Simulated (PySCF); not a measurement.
# Single-point calculation of AlH$_{3}$

System: AlH$_{3}$, SMILES [H][Al]([H])[H].
Method: NEVPT2/6-31G, RHF (PySCF 2.14.0).

A bond length was changed on purpose from its optimised value.

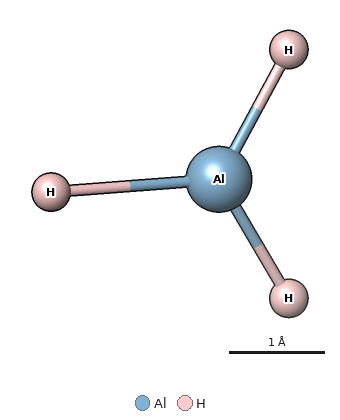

Figure 1. The structure (ball-and-stick view, seen at a tilt). Sticks mark near contacts.

**Summary**

```tsv
quantity	value
outcome	converged
total energy	−243.636362 hartree
SCF energy	−243.574285 hartree
correlation energy	−0.062077 hartree
basis functions	19
HOMO of the SCF reference	−10.94 eV
LUMO of the SCF reference	0.66 eV
hardware	1 thread of AMD EPYC (Zen 5), 16 GiB of memory available, shared host
wall time	0.62 s
peak memory	0.12 GiB
```

**Input file (input.py)**
```python
import numpy
from pyscf import gto, scf, mp, mcscf, mrpt

molecule = gto.Mole()
molecule.atom = '''
Al    -0.586775     0.011488    -0.005476
H      2.934083    -0.057674     0.027609
H     -2.003692     2.581251    -0.041646
H     -2.103885    -2.500487     0.002952
'''
molecule.max_memory = 1860
molecule.verbose = 3
molecule.charge = 0
molecule.spin = 0
molecule.basis = '6-31g'
molecule.unit = 'bohr'
molecule.build()

mf = scf.RHF(molecule)
mf.conv_tol = 1e-10
mf.kernel()
if not mf.converged:
    mf = mf.newton().run(mf.mo_coeff, mf.mo_occ)

pt = mp.MP2(scf.addons.convert_to_uhf(mf)).run()
noons, natorbs = mcscf.addons.make_natural_orbitals(pt)
print('natural occupations', numpy.round(noons[:40], 4))
cas = mcscf.CASSCF(mf, 7, 6)
cas.fix_spin_(ss=0.0)
cas.natorb = True
cas.kernel(natorbs)
e_pt2 = mrpt.NEVPT(cas).kernel()
energy = cas.e_tot + e_pt2
print('E = %.10f Eh' % energy)
```

Command:
```bash
OMP_NUM_THREADS=1 python input.py
```

**The program's output**
```
converged SCF energy = -243.57428469936
E(UMP2) = -243.62067484599  E_corr = -0.0463901466296072
E(SCS-UMP2) = -243.627681548538  E_corr = -0.0533968491776165
natural occupations [2.0000e+00 1.9999e+00 1.9998e+00 1.9998e+00 1.9997e+00 1.9867e+00
 1.9841e+00 1.9803e+00 1.8300e-02 1.0000e-02 8.6000e-03 3.2000e-03
 2.8000e-03 2.6000e-03 2.2000e-03 7.0000e-04 7.0000e-04 3.0000e-04
 1.0000e-04]
CASSCF energy = -243.625753823889
CASCI E = -243.625753823889  E(CI) = -7.10024158581876  S^2 = 0.0000000
Sr    (-1)',   E = -0.00291539966966
Si    (+1)',   E = -0.00016537556900
Sijrs (0)  ,   E = -0.00039987911250
Sijr  (+1) ,   E = -0.00128174836268
Srsi  (-1) ,   E = -0.00007877815520
Srs   (-2) ,   E = -0.00454038497749
Sij   (+2) ,   E = -0.00095322700618
Sir   (0)' ,   E = -0.00027347920311
Nevpt2 Energy = -0.010608272055829
E = -243.6363620959 Eh
```

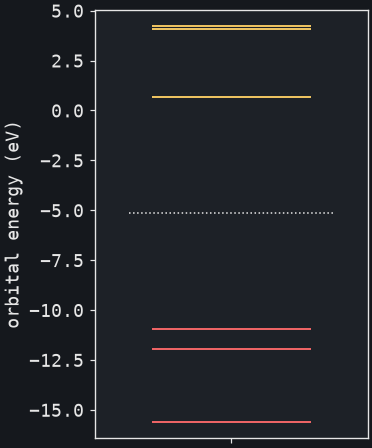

Figure 2. Orbital energies near the frontier (SCF reference); the dotted line parts filled from empty levels, and levels within 0.02 eV of each other stand side by side. Highest filled −10.94 eV, lowest empty 0.66 eV, 11.60 eV apart.
